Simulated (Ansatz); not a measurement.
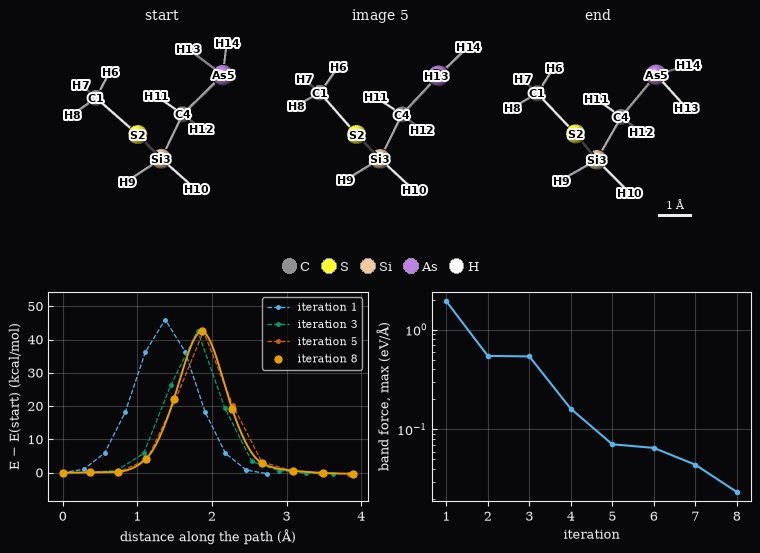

A nudged-elastic-band calculation for C2H9AsSSi. Images are numbered from 0 (start) to 10 (end). The plot follows the band through its iterations. Style: ball-and-stick. Shown at a tilt.

Computed with RKS B3LYP-D4/def2-SVP in Ansatz.

Input file:
```yaml
crystal:
  periodic: [false, false, false]
  atoms:
    - { symbol: C, position_ang: [-1.094033, 1.79293, 0.677873] }
    - { symbol: S, position_ang: [0.696896, 1.597805, 1.045718] }
    - { symbol: Si, position_ang: [0.80756, -0.549153, 1.195324] }
    - { symbol: C, position_ang: [0.281536, -1.382417, -0.412321] }
    - { symbol: As, position_ang: [1.158628, -0.589867, -2.03145] }
    - { symbol: H, position_ang: [-1.356723, 1.339671, -0.289225] }
    - { symbol: H, position_ang: [-1.289982, 2.872494, 0.624524] }
    - { symbol: H, position_ang: [-1.716573, 1.359872, 1.474564] }
    - { symbol: H, position_ang: [-0.055569, -1.045007, 2.310699] }
    - { symbol: H, position_ang: [2.237644, -0.831957, 1.499422] }
    - { symbol: H, position_ang: [-0.813754, -1.361253, -0.515942] }
    - { symbol: H, position_ang: [0.584316, -2.442724, -0.369961] }
    - { symbol: H, position_ang: [0.216069, 0.609439, -2.140543] }
    - { symbol: H, position_ang: [0.331085, -1.399034, -3.039781] }
basis:
  gaussian: { orbitals: def2-SVP }
hamiltonian:
  xc: b3lyp
  dispersion: d4
neb:
  order_check: false
  images: 9
  f_tol: 0.03
  max_iterations: 31
  initial_path: idpp
  final_atoms:
    - { symbol: C, position_ang: [-1.24633911, 1.82136657, 0.81030035] }
    - { symbol: S, position_ang: [0.58298112, 1.68317822, 0.95346524] }
    - { symbol: Si, position_ang: [0.78911994, -0.4599557, 1.0639722] }
    - { symbol: C, position_ang: [0.06568461, -1.29376181, -0.46370573] }
    - { symbol: As, position_ang: [0.41616451, -0.26906881, -2.15245328] }
    - { symbol: H, position_ang: [-1.60522769, 1.39359587, -0.13713626] }
    - { symbol: H, position_ang: [-1.48251734, 2.89405043, 0.82237661] }
    - { symbol: H, position_ang: [-1.75282996, 1.33865409, 1.65915269] }
    - { symbol: H, position_ang: [0.12445079, -0.99544436, 2.29133968] }
    - { symbol: H, position_ang: [2.25811038, -0.69050308, 1.14491634] }
    - { symbol: H, position_ang: [-1.02896636, -1.37216908, -0.36172508] }
    - { symbol: H, position_ang: [0.46224269, -2.31845258, -0.538313] }
    - { symbol: H, position_ang: [1.93955864, -0.25410869, -2.00373889] }
    - { symbol: H, position_ang: [0.46466777, -1.50658207, -3.05954985] }
```

Launched with:
```bash
ansatz run input.yaml --threads 2 --pin off --max-ram 3072MiB --backend cpu --events-out ev --progress --plain --runs-dir out
```

How did the profile develop, and is the result final?

Answer. The result is final at these settings. The band converged in 8 iterations. The largest component of the band force went from 1.9 to 0.024 eV/Å. The climbing image converged on the top of the path. Its vibrational analysis gives one imaginary mode (1000i cm⁻¹), as a transition state must have. The first iteration put the highest image at 46.0 kcal/mol. Forward barrier 42.4 kcal/mol, backward barrier 42.7 kcal/mol, with image 5 at the top; the reaction energy is −0.3 kcal/mol.

Cost: 7.5 min on 2 threads of Arm Neoverse V1 (shared host), peak memory 0.42 GiB.
